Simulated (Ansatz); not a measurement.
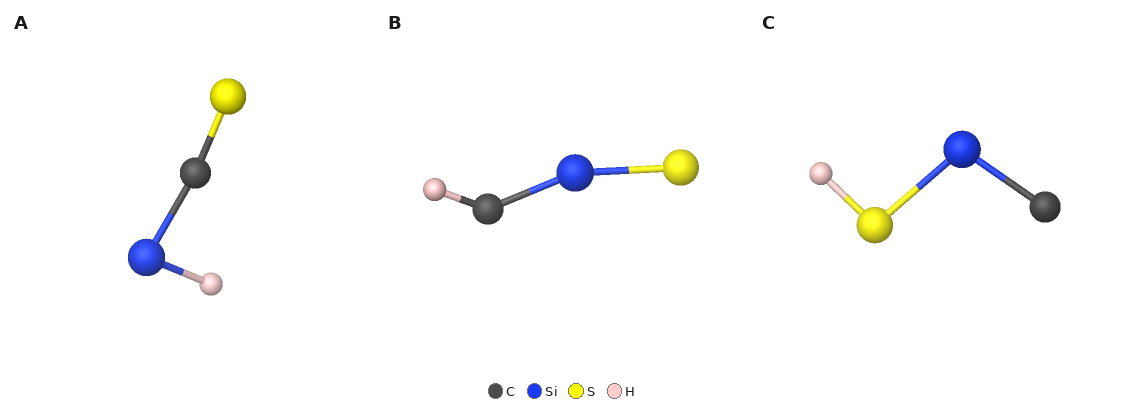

3 stationary structures of one formula. Charge 0, doublet. Geometries: PBE0-D4/def2-TZVP. Electronic energies: ωB97M-V/def2-TZVPP (Ansatz 0.2.0), without zero-point energy. No frequency run is at hand to confirm each as a minimum.

Rank them by energy, lowest first.

A is lowest; B lies 0.566 eV above it, C lies 2.707 eV above it (Cs).

The determinant isn't a pure spin state (⟨S²⟩ up to 0.98).
